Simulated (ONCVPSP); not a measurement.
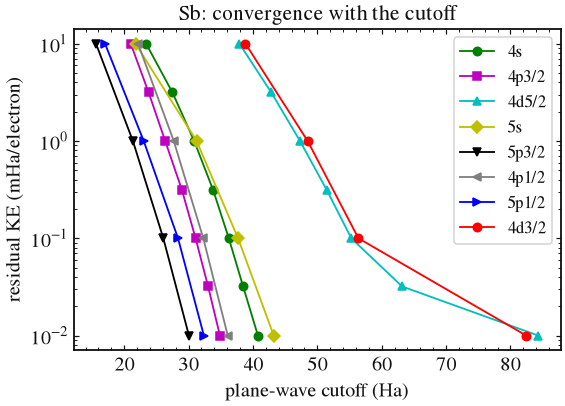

Residual kinetic energy of the pseudo-waves (the first of each channel, and further valence shells) beyond the plane-wave cutoff, as the generator prints it.

Input of ONCVPSP 4.0.1:

```
# ATOM AND REFERENCE CONFIGURATION
# atsym  z   nc   nv     iexc    psfile
  Sb 51.00    6    5        4      upf
#
#   n    l    f
    1    0    2.00
    2    0    2.00
    2    1    6.00
    3    0    2.00
    3    1    6.00
    3    2   10.00
    4    0    2.00
    4    1    6.00
    4    2   10.00
    5    0    2.00
    5    1    3.00
#
# PSEUDOPOTENTIAL AND OPTIMIZATION
# lmax
    2
#
#   l,   rc,      ep,       ncon, nbas, qcut
    0    1.40    0.00    4    7    9.50
    1    1.60    0.00    4    8    9.10
    2    1.15    0.00    3    7   15.60
#
# LOCAL POTENTIAL
# lloc, lpopt,  rc(5),   dvloc0
    4    5    0.80    6.00
#
# VANDERBILT-KLEINMAN-BYLANDER PROJECTORs
# l, nproj, debl
    0    3    2.60
    1    2    0.30
    2    1    3.70
#
# MODEL CORE CHARGE
# icmod, fcfact, rcfact
    2    0.20    1.10
#
# LOG DERIVATIVE ANALYSIS
# epsh1, epsh2, depsh
   -7.00    5.00    0.04
#
# OUTPUT GRID
# rlmax, drl
    6.00    0.01
#
# TEST CONFIGURATIONS
# ncnf
    4
# nvcnf
#   n    l    f
    5
    4    0    2.00
    4    1    6.00
    4    2   10.00
    5    0    2.00
    5    1    2.00
#
    5
    4    0    2.00
    4    1    6.00
    4    2   10.00
    5    0    2.00
    5    1    1.00
#
    5
    4    0    2.00
    4    1    6.00
    4    2   10.00
    5    0    2.00
    5    1    0.00
#
    5
    4    0    2.00
    4    1    6.00
    4    2   10.00
    5    0    2.00
    5    1    2.50
#
```

Run as:
```bash
oncvpspr.x < Sb.dat > Sb.out
```

Functional and relativity: PBE, fully relativistic.

### Which cutoffs does the potential need for its occupied states?

48 Ha for 1 mHa and 56 Ha for 0.1 mHa per electron. The first is set by 4d3/2.

### At which cutoff does each wave reach 1 mHa per electron?

4d3/2: 48 Ha; 4d5/2: 47 Ha; 5s: 31 Ha; 4s: 31 Ha; 4p1/2: 28 Ha; 4p3/2: 26 Ha; 5p1/2: 23 Ha; 5p3/2: 21 Ha.
